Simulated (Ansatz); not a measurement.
Formation energies in the Cu–Sc system, lowest calculated structure of each composition. Level of theory: PBEsol (plane waves to 420 eV, PAW, scalar-relativistic; Ansatz, a first-principles code). Element references, the lowest calculated here: Cu (Fm-3m), Sc (P6₃/mmc).

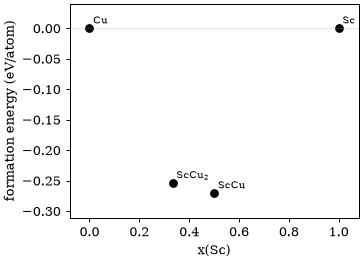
*Formation energy against composition*

**Question.** Which compounds are stable against decomposition?

**Answer.** On the hull: ScCu, ScCu2.

```json
[
 {"phase": "Cu", "x(Sc)": "0.000", "space group": "Fm-3m", "E_f (eV/atom)": "0.00", "above hull (eV/atom)": "0.00"},
 {"phase": "ScCu2", "x(Sc)": "0.333", "space group": "I4/mmm", "E_f (eV/atom)": "-0.25", "above hull (eV/atom)": "0.00"},
 {"phase": "ScCu", "x(Sc)": "0.500", "space group": "Pm-3m", "E_f (eV/atom)": "-0.27", "above hull (eV/atom)": "0.00"},
 {"phase": "Sc", "x(Sc)": "1.000", "space group": "P6₃/mmc", "E_f (eV/atom)": "0.00", "above hull (eV/atom)": "0.00"}
]
```

**Question.** Work out the energy of ScCu against the hull of the other phases.

**Answer.** At x(Sc) = 0.500 the tie line joins ScCu2 and Sc; the lever rule gives atom fractions 0.75 and 0.25. The mixture has E_f = 0.75 × (-0.25) + 0.25 × (0.00) = -0.19 eV/atom, and ScCu has -0.27. So ScCu → 0.5 ScCu2 + 0.5 Sc costs 0.08 eV/atom: ScCu is stable against it.

This is the hull of the energies calculated here, no anion corrections; phases that were not calculated are missing from it. Values are rounded to 0.01 eV/atom. The compounds carry no spin polarisation.
